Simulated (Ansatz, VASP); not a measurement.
# Ge23H19 (H-capped Ge nanowire along [111]): VASP beside Ansatz

Aim: how closely do two programs agree when they are given the same cell, functional and k mesh? The cell is taken from a series of runs on this material, whose earlier steps may have relaxed or scaled it; both programs get it as it stands.

Calculated with Ansatz 0.2.0; plane waves, with VASP 6.6.1 beside it; single point at PBE.

## 1. Starting point

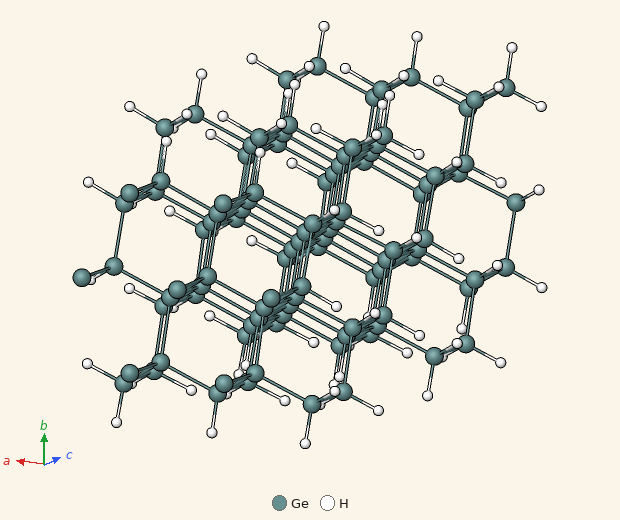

Start, viewed at a slant to the c axis; germanium teal, hydrogen white. 1×1×2 cells are drawn. Some periodic images of atoms are drawn too.

The cell holds 84 atoms: 46 Ge and 38 H. Cell: a = 19.500 Å, b = 21.124 Å, c = 9.800 Å, α = 90.0°, β = 90.0°, γ = 90.0°. It derives from Ge (diamond-structure). As first built, before any earlier steps moved the atoms: square section of size parameter 5.53 A cut from diamond-structure Ge (a = 5.658 A) along [111], 1 periods, broken bonds capped with H. Vacuum lies along a and b. The structure's axis is c.

## 2. VASP: single point, PBE

With cell and atoms fixed, the geometry can't cause a difference; cores, projectors, grids and the points listed under the comparison can.

Lines of VASP's logs that name or quote its potential files are left out, and so is its time.

Contents of INCAR:

```
SYSTEM = Ge23H19
PREC = Accurate
ENCUT = 410
EDIFF = 1E-05
NELM = 100
ISMEAR = -1
SIGMA = 0.025
LREAL = Auto
ALGO = Fast
GGA = PE
NBANDS = 400
LORBIT = 11
LWAVE = .FALSE.
LCHARG = .FALSE.
NCORE = 8
ISIF = 0
```

Contents of POSCAR:

```
Ge23H19
1.0
   19.5001000000      0.0000000000      0.0000000000
    0.0000000000     21.1244700000      0.0000000000
    0.0000000000      0.0000000000      9.7999400000
Ge H
46 38
Direct
    0.3971500000      0.3372600000      0.0000300000
    0.3962900000      0.3342000000      0.2506100000
    0.3982800000      0.4462600000      0.3323100000
    0.3975900000      0.4442400000      0.5846500000
    0.2937800000      0.2804500000      0.3320000000
    0.2926900000      0.2811300000      0.5846300000
    0.2944700000      0.3905800000      0.6668800000
    0.2944700000      0.3913200000      0.9159200000
    0.3989900000      0.6645700000      0.9991400000
    0.3968100000      0.6631100000      0.2488300000
    0.2947600000      0.5017400000      0.0019100000
    0.2944200000      0.5013700000      0.2522200000
    0.2918200000      0.6088700000      0.3320600000
    0.2936300000      0.6091800000      0.5812700000
    0.2943500000      0.7179400000      0.6663600000
    0.2940700000      0.7179800000      0.9185100000
    0.3975100000      0.5542100000      0.6673000000
    0.3975600000      0.5529900000      0.9178100000
    0.6030100000      0.3369800000      0.0003600000
    0.6033800000      0.3348800000      0.2541000000
    0.6036900000      0.4461800000      0.3341600000
    0.6021400000      0.4455600000      0.5836800000
    0.5004400000      0.2809400000      0.3337300000
    0.5008100000      0.2803300000      0.5832800000
    0.4998100000      0.3890200000      0.6685300000
    0.4987800000      0.3914000000      0.9169400000
    0.6030700000      0.6648700000      0.9983100000
    0.6022000000      0.6650100000      0.2510500000
    0.4994300000      0.4987100000      0.0008800000
    0.4997000000      0.5012700000      0.2488600000
    0.4996600000      0.6083700000      0.3314700000
    0.5000300000      0.6102500000      0.5844200000
    0.4986600000      0.7175300000      0.6682700000
    0.5004000000      0.7186100000      0.9152400000
    0.6025900000      0.5537700000      0.6683800000
    0.6036000000      0.5555800000      0.9175100000
    0.7054300000      0.2801800000      0.3342600000
    0.7062100000      0.2811800000      0.5836300000
    0.7063100000      0.3917800000      0.6637400000
    0.7047500000      0.3908300000      0.9192700000
    0.7072400000      0.5015400000      0.9984500000
    0.7050700000      0.5001400000      0.2523000000
    0.7039800000      0.6077900000      0.3340700000
    0.7039800000      0.6075900000      0.5865800000
    0.7044200000      0.7166800000      0.6656000000
    0.7054300000      0.7194400000      0.9155700000
    0.3974200000      0.2675800000      0.9447300000
    0.2952800000      0.2128800000      0.2820900000
    0.2312300000      0.3137500000      0.2843700000
    0.2305900000      0.2480300000      0.6374300000
    0.3582600000      0.2471700000      0.6370500000
    0.2314900000      0.4271600000      0.6144700000
    0.2296100000      0.3558100000      0.9695000000
    0.3980700000      0.7320000000      0.2974900000
    0.2301500000      0.5355000000      0.9486000000
    0.2319600000      0.4667300000      0.2995000000
    0.2307700000      0.6442500000      0.2792900000
    0.2294900000      0.5757900000      0.6359600000
    0.2296300000      0.7515900000      0.6181900000
    0.3597200000      0.7515200000      0.6114600000
    0.2305700000      0.6855000000      0.9683800000
    0.2938600000      0.7869400000      0.9663400000
    0.6023400000      0.2690800000      0.9466200000
    0.4990200000      0.2139600000      0.2814000000
    0.5623300000      0.2481100000      0.6373700000
    0.4346300000      0.2472100000      0.6372700000
    0.6038200000      0.7329900000      0.3009800000
    0.4358900000      0.7534600000      0.6141200000
    0.5645000000      0.7547300000      0.6170400000
    0.5017300000      0.7875500000      0.9684700000
    0.7702400000      0.3148700000      0.2785300000
    0.7067200000      0.2136400000      0.2796800000
    0.6388800000      0.2474600000      0.6370900000
    0.7691100000      0.2477600000      0.6351800000
    0.7679600000      0.4226000000      0.6140600000
    0.7680000000      0.3571300000      0.9715900000
    0.7691700000      0.5344800000      0.9476800000
    0.7685200000      0.4662800000      0.2985800000
    0.7695000000      0.6447200000      0.2847200000
    0.7686000000      0.5753200000      0.6321500000
    0.6430000000      0.7513100000      0.6162500000
    0.7675700000      0.7537600000      0.6152100000
    0.7047900000      0.7877300000      0.9678700000
    0.7671800000      0.6838500000      0.9671100000
```

Contents of KPOINTS:

```
Automatic mesh
0
Gamma
1 1 1
0 0 0
```

Potentials, in the order of the species: Ge_d and H (PBE family, release 64).

On the command line:

```bash
$ mpirun -np 8 vasp_gam
```

Numbers of over 12 decimals in the logs are rounded to 6 here.

The program printed:

```text
[banner, memory and clock lines left out]
running    8 mpi-ranks, on    1 nodes
[...]
|                                                                             |
|           W    W    AA    RRRRR   N    N  II  N    N   GGGG   !!!           |
|           W    W   A  A   R    R  NN   N  II  NN   N  G    G  !!!           |
|           W    W  A    A  R    R  N N  N  II  N N  N  G       !!!           |
|           W WW W  AAAAAA  RRRRR   N  N N  II  N  N N  G  GGG   !            |
|           WW  WW  A    A  R   R   N   NN  II  N   NN  G    G                |
|           W    W  A    A  R    R  N    N  II  N    N   GGGG   !!!           |
|                                                                             |
|     For optimal performance we recommend to set                             |
|       NCORE = 2 up to number-of-cores-per-socket                            |
|     NCORE specifies how many cores store one orbital (NPAR=cpu/NCORE).      |
|     This setting can greatly improve the performance of VASP for DFT.       |
|     The default, NCORE=1 might be grossly inefficient on modern             |
|     multi-core architectures or massively parallel machines. Do your        |
|     Unfortunately you need to use the default for GW and RPA                |
|     calculations (for HF NCORE is supported but not extensively tested      |
|     yet).                                                                   |
|                                                                             |

 LDA part: xc-table for (Slater+PW92), standard interpolation
 POSCAR, INCAR and KPOINTS ok, starting setup
[...]
entering main loop
       N       E                     dE             d eps       ncg     rms          rms(c)
DAV:   1     0.910222753361E+04    0.91022E+04   -0.30988E+05   936   0.266E+03
DAV:   2     0.167140723699E+04   -0.74308E+04   -0.72610E+04  1032   0.638E+02
DAV:   3    -0.138423362922E+03   -0.18098E+04   -0.17503E+04  1144   0.229E+02
DAV:   4    -0.329642834188E+03   -0.19122E+03   -0.18947E+03   912   0.824E+01
[...]
RMM:  21    -0.326234296166E+03   -0.38022E-04   -0.66405E-06   584   0.427E-03    0.970E-04
RMM:  22    -0.326234321873E+03   -0.25707E-04   -0.57575E-06   583   0.348E-03    0.365E-04
RMM:  23    -0.326234329174E+03   -0.73011E-05   -0.27749E-06   574   0.269E-03
   1 F= -.32623433E+03 E0= -.32623433E+03  d E =-.280300E-11
```

OUTCAR, selected parts (step 2):

```text
  FREE ENERGIE OF THE ION-ELECTRON SYSTEM (eV)
  ---------------------------------------------------
  free  energy   TOTEN  =      -326.2343291740 eV

  energy  without entropy=     -326.2343291740  energy(sigma->0) =     -326.23432917

[... 1 further part left out ...]
```

(Continued in part 2 of 2.)

[Lines on the potential files, build, host, timing and source positions are cut from VASP's logs without a mark.]

[Logs are printed without paths, hosts, clocks, repeated set-up lines and the standing remarks that a program may print on its own settings, such as how far it seeks lower states.]

[Hosts, paths, dates, database ids (printed as entryN), source tags and the programs' standing remarks are cut or masked in the printed files.]
